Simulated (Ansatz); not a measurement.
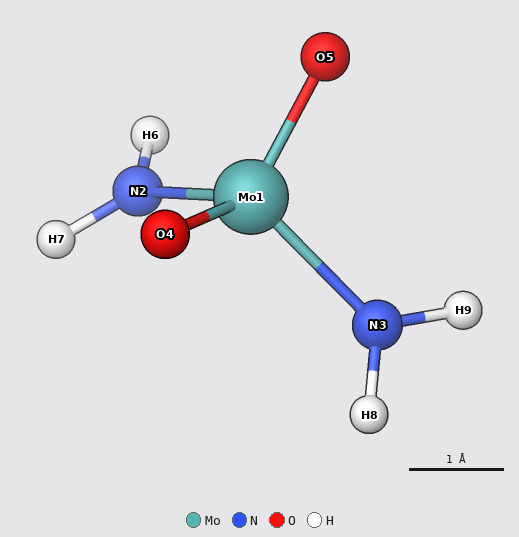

Figure 1. The structure (ball-and-stick view, seen at a tilt; atoms are numbered from 1 in the order of the input). Sticks mark near contacts. Bond lengths as drawn: H–N 1.02 Å, Mo–N 1.94 Å and Mo–O 1.70 Å.

## MoN2H4O2: a changed input and its effect

System: MoN2H4O2.
Method of run A: RKS PBE0-D4/def2-TZVP (Ansatz 0.2.0).

The geometry comes from this level: r2SCAN-D4/def2-SVP. Text and figures count atoms from 1; the logs count them from 0 in places.

## Input, run A
```yaml
crystal:
  periodic: [false, false, false]
  atoms:
    - {symbol: Mo, position_ang: [0.540308, 0.000749, 0.372484]}
    - {symbol: N, position_ang: [-0.356902, 1.601404, -0.249358]}
    - {symbol: N, position_ang: [-0.356890, -1.602389, -0.242954]}
    - {symbol: O, position_ang: [0.479537, 0.004052, 2.067507]}
    - {symbol: O, position_ang: [2.103056, -0.000486, -0.286786]}
    - {symbol: H, position_ang: [-0.125569, 2.091915, -1.110692]}
    - {symbol: H, position_ang: [-1.079035, 2.094191, 0.271909]}
    - {symbol: H, position_ang: [-1.078751, -2.093334, 0.280414]}
    - {symbol: H, position_ang: [-0.125755, -2.096103, -1.102514]}
basis:
  gaussian: {orbitals: def2-TZVP, initial_orbitals: start.molden}
hamiltonian: {xc: pbe0, dispersion: d4}
scf: {omitted_lower_state_checks: [starts]}
output: {orbitals: {seedname: orbitals}}
```

Launched with:
```bash
ansatz run in.yaml --threads 2 --pin off --events-out ev --progress --plain --max-ram 4352MiB
```

Hardware: 2 threads of Intel Xeon @ 2.50GHz, 163 GiB of memory available, shared host.

## Output (run A)
```
Functional definition: PBE0
  parameter a = 0.25
  parameter kappa = 0.804
  parameter beta = 0.06672455060314922
  exchange = (1 - a)*pbe_x(kappa = kappa, mu = beta*pi^2/3) + a*exact_x
  correlation = pbe_c(beta = beta)
these checks for a lower state are left out or cut short: starts
1166 factors; their error is unknown
mean field evaluation 1: about -8990.3667 eV, gradient 1.6e2 eV
mean field evaluation 2: about -8994.0043 eV, gradient 3.9e0 eV
mean field evaluation 4: about -8994.1285 eV, gradient 3.8e-1 eV
mean field evaluation 8: about -8994.1287 eV, gradient 2.1e-5 eV
mean field -8994.12871559 eV, -330.5281338584 hartree, gradient 2.1e-5 eV, S^2 0.000000; 0 other end points of the search recorded, 0 dependent functions left out
reference -8994.12876764 eV, -330.5281357715 hartree; 24, 24 occupied and 164, 164 virtual orbitals, 1166 factors
Total energy: -8994.31292162 eV, -330.5349033052 hartree
Checks for a lower state left out: starts
```

The input of run B differs as follows (lines with − go, lines with + come):
```diff
-hamiltonian: {xc: pbe0, dispersion: d4}
+hamiltonian: {xc: {name: r2SCAN0}, dispersion: d4}
```

What does this change do to the results?

The total energies belong to different models, so their difference says nothing on which is more stable or more accurate. The HOMO goes from −7.68 to −7.91 eV. On the same kind of shared host run B took about 2 times as long.

## Output (run B)
```
Functional definition: r2SCAN0
  parameter a = 0.25
  parameter k0 = 0.174
  parameter k1 = 0.065
  parameter a1 = 4.9479
  exchange = (1 - a)*r2scan_x(k0 = k0, k1 = k1, a1 = a1) + a*exact_x
  correlation = r2scan_c
these checks for a lower state are left out or cut short: starts
1166 factors; their error is unknown
mean field evaluation 1: about -8996.7411 eV, gradient 5.9e0 eV
mean field evaluation 2: about -8996.7732 eV, gradient 4.2e-2 eV
mean field evaluation 4: about -8996.8630 eV, gradient 1.8e-4 eV
mean field -8996.86297778 eV, -330.6286161407 hartree, gradient 2.6e-5 eV, S^2 0.000000; 0 other end points of the search recorded, 0 dependent functions left out
reference -8996.86299571 eV, -330.6286167995 hartree; 24, 24 occupied and 164, 164 virtual orbitals, 1166 factors
Total energy: -8996.92475513 eV, -330.6308864163 hartree
Checks for a lower state left out: starts
```

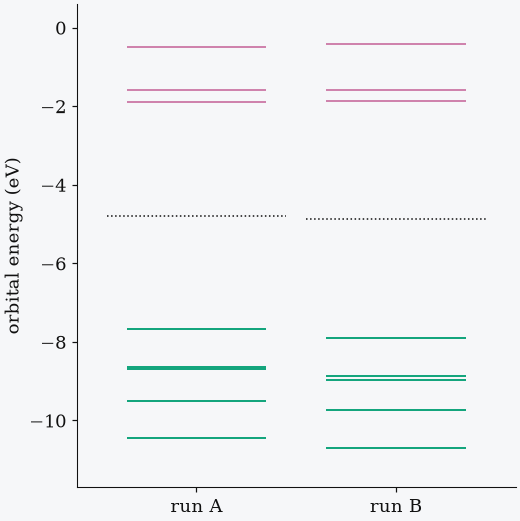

Figure 2. The five highest filled and three lowest empty orbital energies of the two runs; the dotted lines part filled from empty levels. The HOMO–LUMO gap is 5.79 eV in run A and 6.05 eV in run B.

## The two runs side by side

```csv
quantity,run A,run B
outcome,converged,converged
total energy (hartree),−330.534903,−330.630886
HOMO (eV),−7.68,−7.91
LUMO (eV),−1.89,−1.86
basis functions,188,188
wall time (shared host),4 s,8 s
```
